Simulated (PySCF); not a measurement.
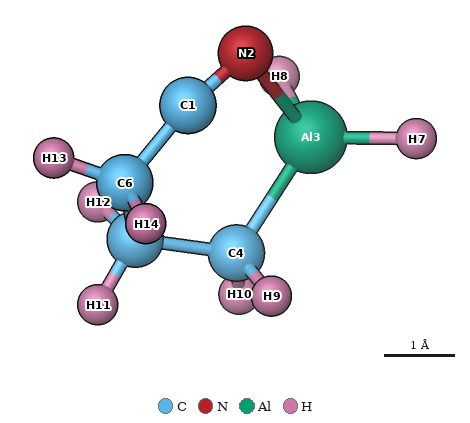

The structure as given in the input (ball-and-stick view, seen at a tilt; atoms are numbered from 1 in the order of the input). Sticks mark near contacts. Bond lengths as drawn: Al–C 2.02 Å, Al–H 1.60 Å, Al–N 2.23 Å, C–C 1.45 to 1.55 Å, C–H 1.10 to 1.11 Å and C–N 1.16 Å.

**C4H8AlN: one change and its effect**

System: C4H8AlN, SMILES C1#[N+][AlH2-][CH2]CC1.
Method of the first run: GIAO PBE0/STO-3G NMR shielding, non-relativistic, gas phase (PySCF 2.14.0).

The geometry comes from this level: PBE0-D3(BJ)/def2-SVP. Text and figures count atoms from 1; the logs count them from 0 in places.

### Input file, the first run
```
{"job": {"kind": "nmr", "xc": "PBE0", "basis": "STO-3G", "pop": true}, "charge": 0, "multiplicity": 1}
C     -0.481221     0.689155     2.107030
N     -1.102803     0.005698     2.810970
Al    -1.705580    -1.524600     1.304785
C     -0.971637    -0.539250    -0.297353
C      0.340752     0.214625    -0.088947
C      0.222575     1.308509     1.003269
H     -3.291290    -1.528650     1.479615
H     -0.819187    -2.743285     1.837221
H     -1.737777     0.153377    -0.693982
H     -0.822689    -1.292210    -1.092365
H      0.699826     0.723387    -1.000307
H      1.139889    -0.481734     0.215934
H      1.199924     1.691410     1.333738
H     -0.378675     2.163160     0.652701
```

The first line tells a small driver script what to run in PySCF; the rest is the geometry in Å.

Command:
```bash
OMP_NUM_THREADS=1 python <driver script> task.json out
```

Hardware: 1 CPU thread, shared host.

### Output (the first run)
```
coarse grid: 11992 points
cycle   1  E = -448.4523074052  dE =  4.817e-01  |g| = 5.974e-01  |ddm| = 4.674e+00
cycle   2  E = -448.1460092183  dE =  3.063e-01  |g| = 1.236e+00  |ddm| = 1.859e+00
cycle   3  E = -448.5570559650  dE = -4.110e-01  |g| = 1.361e-01  |ddm| = 1.278e+00
cycle   4  E = -448.5623585962  dE = -5.303e-03  |g| = 2.242e-02  |ddm| = 1.908e-01
cycle   5  E = -448.5625100543  dE = -1.515e-04  |g| = 4.273e-03  |ddm| = 3.563e-02
cycle   6  E = -448.5625166706  dE = -6.616e-06  |g| = 5.970e-04  |ddm| = 7.386e-03
final grid: 110696 points
cycle   7  E = -448.5359122205  dE = -5.630e-06  |g| = 2.746e-03  |ddm| = 1.124e-02
cycle   8  E = -448.5359128579  dE = -6.374e-07  |g| = 2.401e-03  |ddm| = 7.139e-03
cycle   9  E = -448.5359147084  dE = -1.851e-06  |g| = 1.407e-04  |ddm| = 3.384e-03
cycle  10  E = -448.5359147130  dE = -4.556e-09  |g| = 9.871e-05  |ddm| = 2.665e-04
cycle  11  E = -448.5359147153  dE = -2.249e-09  |g| = 2.901e-05  |ddm| = 1.131e-04
cycle  12  E = -448.5359147155  dE = -2.242e-10  |g| = 6.108e-06  |ddm| = 3.575e-05
converged SCF energy = -448.5359147155

GIAO shielding tensors (ppm)
atom      isotropic    diamagn.    paramagn.     s11        s22        s33       span
  0 C      128.238     267.198    -138.960     30.853     58.212    295.649    264.796
  1 N       98.237     325.114    -226.878    -33.287      8.675    319.322    352.610
  2 Al     379.789     783.360    -403.571    330.520    359.469    449.380    118.861
  3 C      222.609     247.509     -24.900    210.883    218.372    238.571     27.689
  4 C      200.563     246.587     -46.024    178.652    208.790    214.246     35.594
  5 C      206.201     244.830     -38.629    183.982    214.454    220.166     36.184
  6 H       30.312      30.945      -0.633     27.450     28.717     34.770      7.320
  7 H       30.331      32.357      -2.025     27.701     28.678     34.616      6.914
  8 H       32.528      33.078      -0.550     27.921     29.462     40.201     12.280
  9 H       32.665      32.369       0.296     27.266     29.056     41.672     14.406
 10 H       30.961      32.241      -1.280     24.838     28.147     39.897     15.060
 11 H       30.953      33.738      -2.785     26.529     28.261     38.070     11.540
 12 H       30.628      28.969       1.659     25.240     27.303     39.341     14.101
 13 H       30.477      29.731       0.747     25.923     27.322     38.187     12.264
```

The input of the second run differs as follows (lines with − go, lines with + come):
```diff
-"basis": "STO-3G"
+"basis": "6-311+G(2d,p)"
```

How does the second run compare with the first run?

The total energy of the second run is 3486.0 kcal/mol lower, which measures the change of basis and not a stability. The HOMO goes from −4.78 to −7.25 eV. The LUMO goes from 1.84 to −1.10 eV. The dipole moment goes from 3.85 to 5.30 D. Of all shieldings, the largest change is that of N2, by −104.3 ppm. Diffuse functions give room to the loosely bound empty orbitals, which lowers the LUMO. The SCF takes 14 iterations against 12. The basis functions go from 42 to 218.

### Output (the second run)
```
coarse grid: 11992 points
cycle   1  E = -454.0308695825  dE =  4.717e-01  |g| = 5.025e-01  |ddm| = 3.366e+00
cycle   2  E = -453.9080898401  dE =  1.228e-01  |g| = 9.139e-01  |ddm| = 1.579e+00
cycle   3  E = -454.0894034443  dE = -1.813e-01  |g| = 1.803e-01  |ddm| = 8.613e-01
cycle   4  E = -454.0958486264  dE = -6.445e-03  |g| = 5.900e-02  |ddm| = 2.160e-01
cycle   5  E = -454.0966833056  dE = -8.347e-04  |g| = 7.578e-03  |ddm| = 6.700e-02
cycle   6  E = -454.0966951370  dE = -1.183e-05  |g| = 2.301e-03  |ddm| = 1.126e-02
cycle   7  E = -454.0966963682  dE = -1.231e-06  |g| = 4.842e-04  |ddm| = 2.222e-03
final grid: 110696 points
cycle   8  E = -454.0911218691  dE = -3.944e-05  |g| = 6.207e-03  |ddm| = 7.161e-02
cycle   9  E = -454.0911175068  dE =  4.362e-06  |g| = 7.428e-03  |ddm| = 1.529e-02
cycle  10  E = -454.0911316243  dE = -1.412e-05  |g| = 7.540e-04  |ddm| = 8.008e-03
cycle  11  E = -454.0911317153  dE = -9.109e-08  |g| = 4.429e-04  |ddm| = 1.076e-03
cycle  12  E = -454.0911317520  dE = -3.666e-08  |g| = 1.405e-04  |ddm| = 3.530e-04
cycle  13  E = -454.0911317564  dE = -4.394e-09  |g| = 2.854e-05  |ddm| = 1.320e-04
cycle  14  E = -454.0911317566  dE = -1.925e-10  |g| = 4.492e-06  |ddm| = 5.163e-05
converged SCF energy = -454.0911317566

GIAO shielding tensors (ppm)
atom      isotropic    diamagn.    paramagn.     s11        s22        s33       span
  0 C       41.683     267.196    -225.512    -91.744    -62.607    279.401    371.145
  1 N       -6.063     327.350    -333.413   -175.393   -131.658    288.863    464.256
  2 Al     374.499     794.205    -419.706    348.108    382.356    393.033     44.924
  3 C      176.385     246.897     -70.512    164.494    175.169    189.493     24.998
  4 C      155.556     242.675     -87.118    134.171    166.168    166.330     32.159
  5 C      164.139     239.224     -75.085    139.705    174.727    177.987     38.282
  6 H       26.579      28.548      -1.969     23.891     24.468     31.377      7.486
  7 H       26.607      28.784      -2.177     23.952     24.730     31.140      7.188
  8 H       31.277      32.473      -1.196     27.440     29.226     37.165      9.725
  9 H       31.232      31.421      -0.189     27.045     29.081     37.570     10.525
 10 H       28.996      30.054      -1.059     23.611     27.590     35.785     12.174
 11 H       29.257      31.491      -2.234     25.089     27.924     34.759      9.670
 12 H       29.121      28.100       1.021     24.531     26.729     36.104     11.573
 13 H       29.206      28.565       0.642     25.035     27.107     35.477     10.442
```

### The two runs side by side

| quantity | the first run | the second run |
| --- | --- | --- |
| outcome | converged | converged |
| total energy (hartree) | −448.535915 | −454.091132 |
| HOMO (eV) | −4.78 | −7.25 |
| LUMO (eV) | 1.84 | −1.10 |
| dipole moment (D) | 3.85 | 5.30 |
| shielding of C1 (ppm) | 128.2 | 41.7 |
| shielding of N2 (ppm) | 98.2 | −6.1 |
| shielding of Al3 (ppm) | 379.8 | 374.5 |
| shielding of C4 (ppm) | 222.6 | 176.4 |
| shielding of C5 (ppm) | 200.6 | 155.6 |
| shielding of C6 (ppm) | 206.2 | 164.1 |
| shielding of H7 (ppm) | 30.3 | 26.6 |
| SCF iterations | 12 | 14 |
| basis functions | 42 | 218 |
| wall time (shared host) | 4 s | 30 s |
